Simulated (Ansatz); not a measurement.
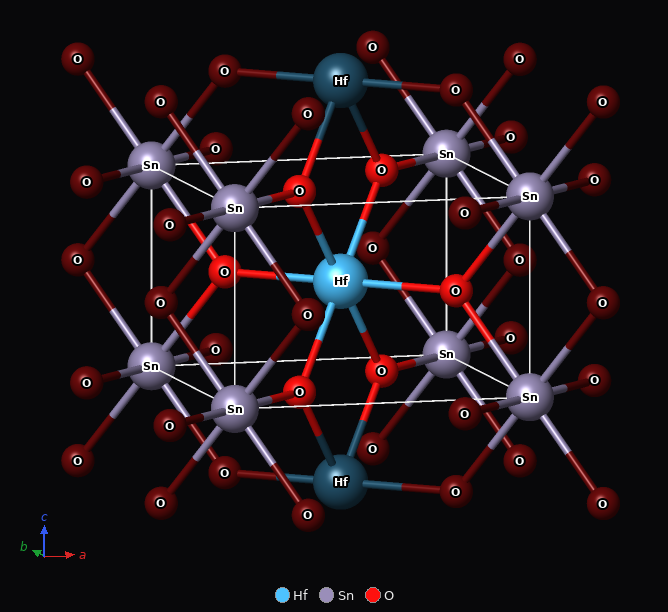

This ball-and-stick model is shown slightly off an axis. The simulation cell is outlined; an atom on or near a face, edge or corner is repeated at each equivalent position. Outside the box, the atoms bonded to those within are drawn, in fainter colours.

```yaml
crystal:
  lattice:
    - [3.42909, -3.45484, 0.00000]
    - [3.42909, 3.45484, 0.00000]
    - [0.00000, 0.00000, 3.22763]
  atoms:
    - { symbol: Hf, position: [0.50000, 0.50000, 0.50000] }
    - { symbol: Sn, position: [0.00000, 0.00000, 0.00000] }
    - { symbol: O, position: [0.69435, 0.69435, 0.00000] }
    - { symbol: O, position: [0.80564, 0.19436, 0.50000] }
    - { symbol: O, position: [0.19436, 0.80564, 0.50000] }
    - { symbol: O, position: [0.30565, 0.30565, 0.00000] }
```

Computed with DFT r2SCAN, scalar-relativistic, plane waves, PAW in Ansatz 0.2.0. Settings: 500 eV cutoff, Brillouin-zone sampling on a 6×6×8 mesh, Gaussian smearing of 0.02 eV, no spin polarisation.

Question: How charged are the atoms, by the Bader scheme?

Answer: Hf +2.76 e; Sn +2.59 e; O -1.34 e. The transfer is large, as in an ionic solid.

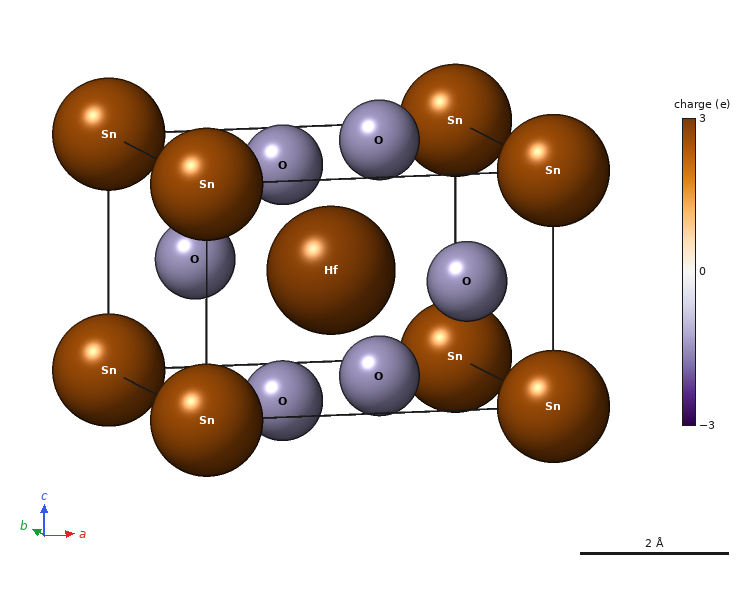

The atoms coloured by those charges.

It derives from a structure type filled with these elements by a generator (whether the compound takes this form wasn't checked). Earlier steps of the study may have refined or changed the cell and positions. A calculation with Ansatz used it as input.

At this level of theory the cell isn't at rest (stretched, at -6 GPa), so its distances can differ from those at equilibrium, the more so the softer the solid.
